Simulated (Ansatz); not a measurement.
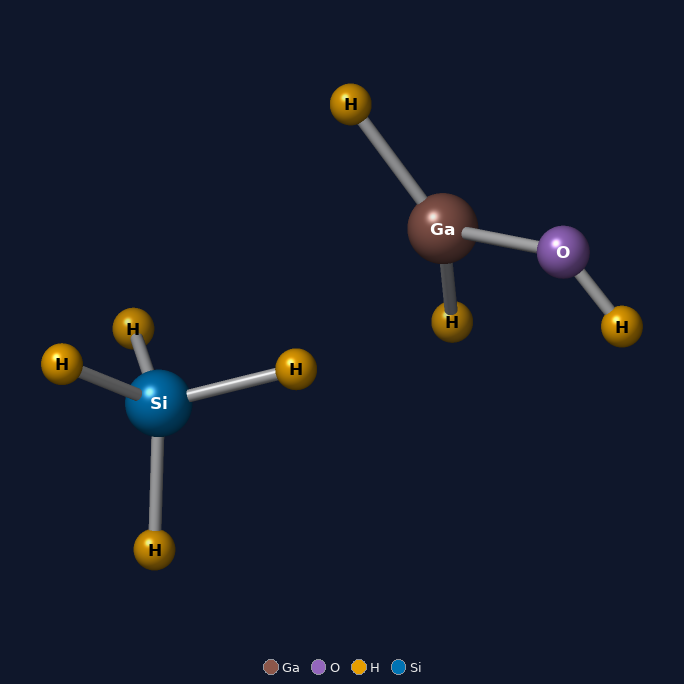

The picture shows the input geometry.

Ansatz 0.2.0 input:

```yaml
crystal:
  periodic: [false, false, false]
  atoms:
    - {symbol: Ga, position_ang: [-0.434444, 0.140198, -1.524009]}
    - {symbol: O, position_ang: [0.324011, 1.687216, -2.024072]}
    - {symbol: H, position_ang: [0.393416, -1.176839, -1.717673]}
    - {symbol: H, position_ang: [-1.926813, 0.270280, -1.094917]}
    - {symbol: H, position_ang: [0.331436, 0.421229, 0.614860]}
    - {symbol: Si, position_ang: [0.076880, -0.518374, 1.753527]}
    - {symbol: H, position_ang: [1.230524, 1.592351, -2.321863]}
    - {symbol: H, position_ang: [1.388302, -1.026019, 2.221807]}
    - {symbol: H, position_ang: [-0.772827, -1.631275, 1.268453]}
    - {symbol: H, position_ang: [-0.610584, 0.241231, 2.823887]}
basis:
  gaussian: {orbitals: def2-TZVPP}
hamiltonian: {xc: pbe, dispersion: d4}
```

It was started with:

```sh
ansatz run in.yaml --threads 4 --pin off --events-out ev --progress --plain --max-ram 9574MiB
```

Result:

```
Functional definition: PBE
  name "PBE"
  cite "Perdew, Burke & Ernzerhof, Phys. Rev. Lett. 77, 3865 (1996) doi:10.1103/PhysRevLett.77.3865"
  parent pbe
  parameter kappa = 0.804
  parameter beta = 0.06672455060314922
  exchange = pbe_x(kappa = kappa, mu = beta*pi^2/3)
  correlation = pbe_c(beta = beta)
1220 factors; their error is unknown
mean field evaluation 1: about -62394.3102 eV, gradient 7.6e1 eV
mean field evaluation 2: about -62303.4222 eV, gradient 1.9e2 eV
mean field evaluation 4: about -62402.8222 eV, gradient 2.1e1 eV
mean field evaluation 8: about -62403.2255 eV, gradient 9.8e-2 eV
mean field -62403.19547769 eV, -2293.2751354000 hartree, gradient 8.2e-5 eV, S^2 0.000000; 0 other end points of the search recorded, 0 dependent functions left out
reference -62403.19552713 eV, -2293.2751372170 hartree; 30, 30 occupied and 189, 189 virtual orbitals, 1220 factors
Total energy: -62403.36528597 eV, -2293.2813757393 hartree
```
